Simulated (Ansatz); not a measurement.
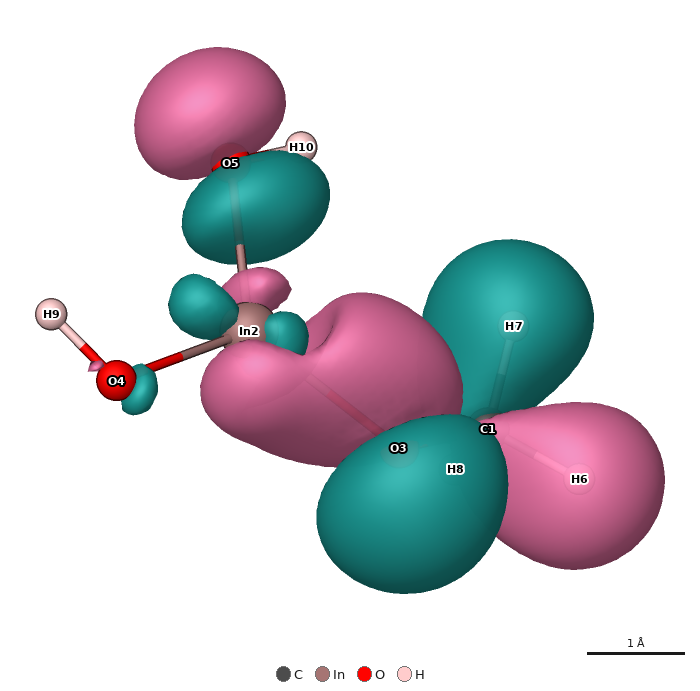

CH₅InO₃. The HOMO−1 at ±0.08 Å⁻³ᐟ² (teal and pink are the two phases), seen at a tilt.

Geometry: PBE0-D4/def2-SVP; core potentials replace the inner electrons of In.

Method: isolated molecule in a Gaussian basis; Kohn-Sham density functional theory, functional PBE0 (Ansatz 0.2.0).

```xyz
10

C     0.5080   -1.7623   -0.4656
In   -0.1827    0.9342    0.6188
O     0.5644   -0.9106    0.6375
O    -0.2613    1.9625    2.3109
O    -0.8117    1.7991   -1.0687
H     1.2971   -2.5296   -0.3685
H     0.6758   -1.2586   -1.4402
H    -0.4581   -2.3003   -0.5402
H    -0.6206    2.8437    2.1507
H    -0.7110    1.2219   -1.8346
```

Question: Describe this orbital and give its energy.

Answer: By Hirshfeld shares it lies mainly on O3 (about 50 %), C1 (about 15 %), O5 (about 10 %), In2 (about 10 %), H6 (about 5 %) and H7 (about 5 %). Its energy is −8.15 eV.
